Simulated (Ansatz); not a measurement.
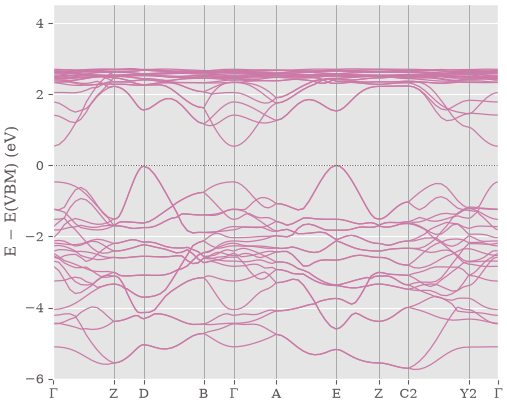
Figure: Band structure from r²SCAN in the plane-wave PAW code Ansatz

Q: Read off the gap and where the band edges lie.

A: About 0.5 eV (0.54 eV by a search for the band edges); maximum at E, minimum at Γ.

The material is LaSe$_{2}$ in space group P2_1/c (No. 14; La on 4e, Se on 4e, Se on 4e).

The first step of the workflow began from a Materials Project structure, measured or hypothetical; the Crystallography Open Database copy checked does not list it. Its standing as an ambient phase is unchecked. The r²SCAN relaxation kept the symmetry of its start; whether a distortion lowers the energy is not shown. Scalar-relativistic: spin–orbit coupling is off unless named, which matters more the heavier the elements.

Potentials: the earlier of the program's two PAW sets.
